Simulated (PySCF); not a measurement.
**C$_{2}$H$_{6}$F$_{2}$OSi$_{3}$ (SMILES C=C(F)[Si]1(F)[SiH2]O[SiH2]1): density, localisation and related maps**

Input

```
{"job": {"kind": "uv", "xc": "B3LYP", "basis": "def2-SVPD", "nstates": 8, "ntriplets": 3}, "charge": 0, "multiplicity": 1}
C      2.913377    -0.557682     0.318049
C      1.610317    -0.781014     0.289646
F      1.159010    -2.036259     0.571267
Si     0.221609     0.447434    -0.099813
F      1.094780     1.808295    -0.375789
Si    -1.725614     0.650487     1.195402
O     -2.504313     0.258434    -0.221326
Si    -1.556766    -0.021239    -1.559198
H      3.287535     0.423767     0.099576
H      3.626772    -1.329602     0.554596
H     -2.236489     1.959120     1.594958
H     -2.083014    -0.375744     2.169262
H     -1.980769     0.943376    -2.570640
H     -1.827114    -1.389845    -1.988156
```

Launched as:

```sh
OMP_NUM_THREADS=1 python probes_run.py task.json out
```

Geometry: GFN2-xTB.

Computed with PySCF, B3LYP/def2-SVPD, SCF density, gas phase.

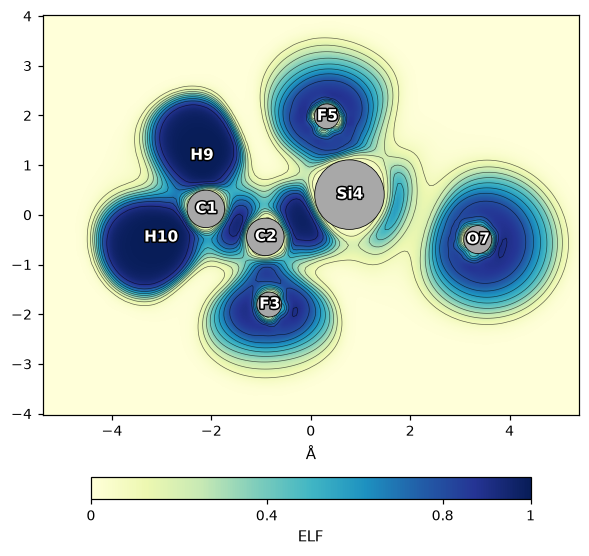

Figure 1. ELF on the plane of atoms C2, C1 and H9. Grey discs cover the atomic cores.

Describe what can be read from this map.

- The plane passes through C, F, Si, O and H nuclei.
- C–C (1.32 Å): the ELF peaks at about 0.95 between the atoms; a multiple bond.
- C–F (1.36 Å): the ELF peaks at about 0.85 between the atoms, as expected for a polar covalent bond.
- Si–F (1.64 Å): the ELF peaks at about 0.85 in the valence shell of F, 0.6 Å from its nucleus, and is about 0.50 at the midpoint.
- C–Si (1.89 Å): the ELF peaks at about 1 between the atoms; localised, covalent bonding.
- C–H (1.07 Å): the ELF climbs to about 1 towards the hydrogen, as it does in any bond to H; an ordinary covalent bond to hydrogen.
- The ELF also peaks beside F3, O7 and F5, away from the bonds: lone-pair regions.

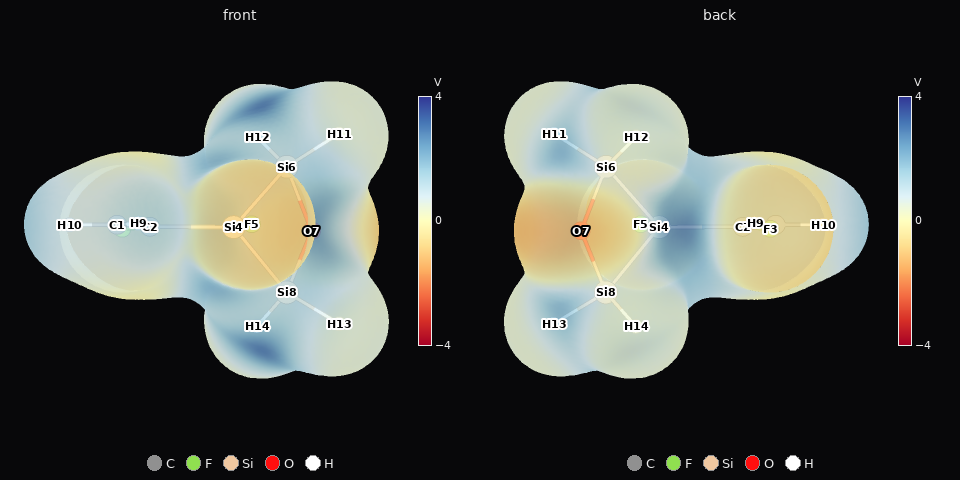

Figure 2. The electrostatic potential painted on the density surface at 0.004 e/bohr³, seen from the front and from behind; the colour scale runs from red (negative) to blue (positive).

Describe the electrostatic potential map.

The most negative region (about −1.3 V) lies over O7, the most positive (about +3.0 V) over Si4, Si6 and Si8. O7 is the likeliest acceptor of a hydrogen bond.

What dipole moment does the calculation give?

Its dipole moment is 0.87 D.
